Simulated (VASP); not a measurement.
Band structure of PtB (relaxed from the CsCl type structure, space group Pm-3m). All values below come from PBE GGA, VASP's PBE PAW potentials (set 64) (plane waves; VASP).

Unless said otherwise, spin-orbit coupling is left out, though it shifts the bands of the heavy elements here.

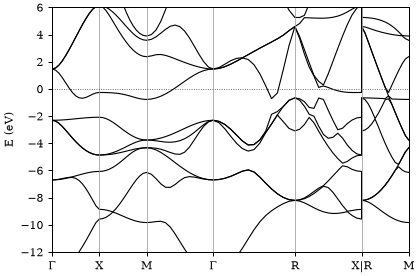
*Bands along high-symmetry lines, zero at the valence-band maximum or, without a gap, the Fermi level*

### Question
Read the plot: is there a gap, and where are the band edges?

### Answer
It has no gap at this level: it comes out as a metal or semimetal. (Edges off the drawn lines would not show.)

The structure was generated: PtB was put into the CsCl type type (Pm-3m), which need not be its known phase. It was relaxed first, which changed the volume by -5 %. The electron count is odd and the run is not spin-polarised, which forces a metal.
